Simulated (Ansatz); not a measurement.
**CH$_{4}$NS (SMILES CN[S-]) (charge −1): density, localisation and related maps**

```xyz
7

C     0.1449    0.5541    1.0650
N     0.5994   -0.3125    0.0107
S     0.5054   -2.0457    0.4550
H     0.1482    1.6086    0.7229
H     0.8336    0.4716    1.9212
H    -0.8717    0.3080    1.4508
H    -0.0105   -0.1960   -0.7932
```

Geometry: PBE0-D3(BJ)/def2-SVPD; the highest occupied orbital lies above zero, a sign that basis and functional describe the outermost electron poorly.

All numbers below come from Ansatz 0.2.0, isolated molecule in a Gaussian basis; Kohn-Sham density functional theory, functional PBE0.

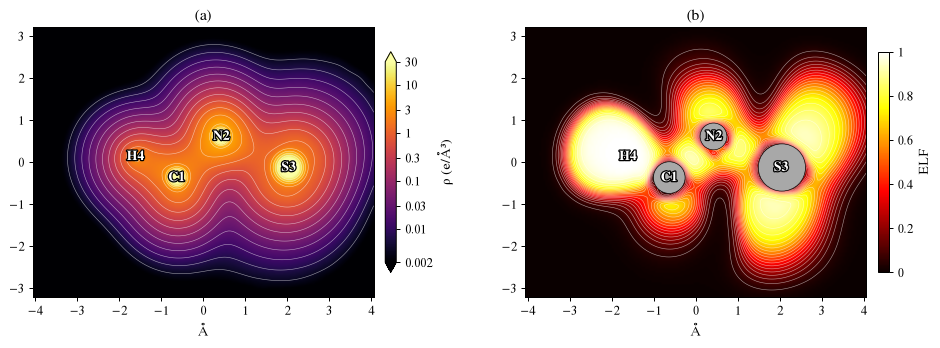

Figure 1. (a) electron density; (b) electron localisation function on the plane of atoms N2, C1 and H4. Grey discs cover the atomic cores in the ELF map.

Question: Describe what can be read from this map.

Answer: The section cuts through C, N, S and H sites.
C–N (1.44 Å): ρ is about 2 e/Å³ halfway; the ELF peaks at about 0.95 between the atoms; localised, covalent bonding.
S–N (1.79 Å): ρ is about 1.2 e/Å³ halfway; the ELF peaks at about 0.85 between the atoms, as expected for a shared electron pair.
C–H (1.11 Å): ρ at the midpoint is about 1.9 e/Å³; the ELF climbs to about 1 towards the hydrogen, as it does in any bond to H (an ordinary covalent bond to hydrogen).
The ELF also peaks beside S3, away from the bonds: lone-pair regions.

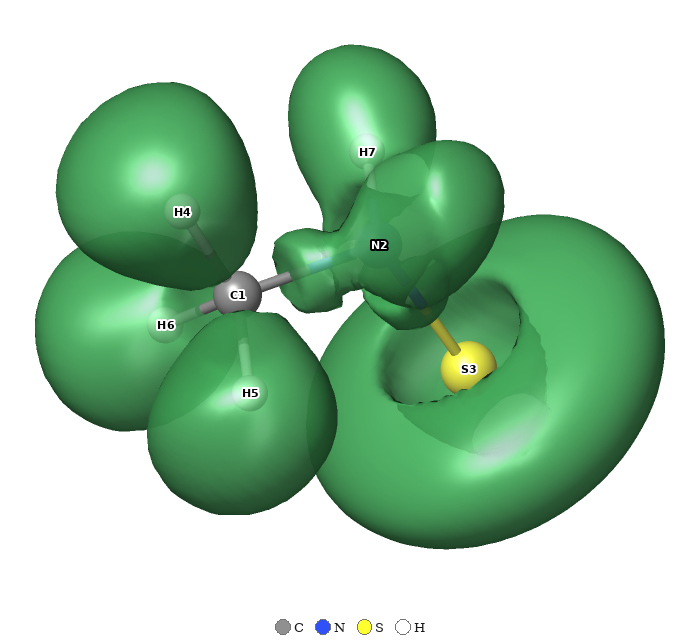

Figure 2. Isosurface of the electron localisation function at 0.75 (green), seen at a tilt. Core shells and regions of very low density are left out.

Question: Describe the localisation domains.

Answer: The ELF exceeds this value in three regions around hydrogen nuclei, one ring or bowl of non-bonding electrons around S and one joined region spread over several atoms (H, N), in which their bonds and any lone pairs are merged.

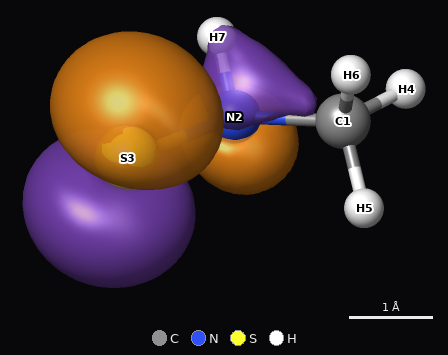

Figure 3. The HOMO at ±0.15 Å⁻³ᐟ² (orange and purple are the two phases), seen at an oblique angle.

Question: What is the character of this orbital?

Answer: Its weight (Hirshfeld) is mainly on S3 (about 75 %) and N2 (about 20 %). Its energy is 0.49 eV.
